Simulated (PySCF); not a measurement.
B(F)(nPr)2, SMILES CCCB(F)CCC at its GFN2-xTB optimised geometry (Å):

```
22

B     -0.0101    -0.5313     0.0000
F     -0.6374    -1.6987     0.0017
C     -0.8777     0.7961     0.0000
C     -2.3507     0.6121     0.3827
C     -3.1315     1.9169     0.2858
H     -0.8359     1.2243    -1.0076
H     -0.4288     1.5517     0.6499
H     -2.8021    -0.1328    -0.2750
H     -2.4109     0.2276     1.4029
H     -2.7047     2.6679     0.9478
H     -4.1710     1.7636     0.5669
H     -3.1051     2.3038    -0.7310
C      1.5765    -0.5313     0.0000
C      2.2185    -1.7787    -0.6205
C      3.7384    -1.7474    -0.5192
H      1.9077    -0.4640     1.0424
H      1.9741     0.3601    -0.4904
H      1.8367    -2.6679    -0.1160
H      1.9270    -1.8463    -1.6708
H      4.1373    -0.8731    -1.0299
H      4.1710    -2.6361    -0.9732
H      4.0520    -1.7072     0.5221
```

Calculation: PySCF with PBE0/def2-SVP.

Map of the deformation density (molecule minus spherical neutral atoms) (e/bohr³) on the plane z = 1.0 Å:

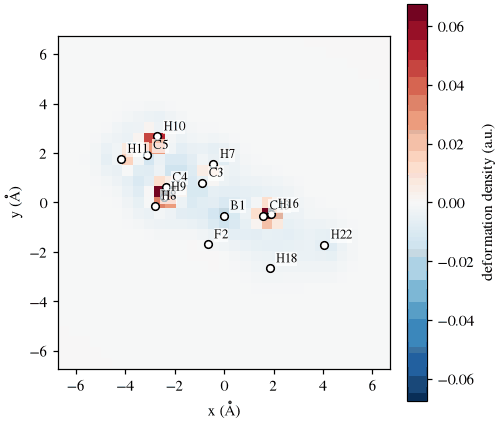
*Deformation density (molecule minus spherical neutral atoms) (e/bohr³) on the plane z = 1.0 Å.*
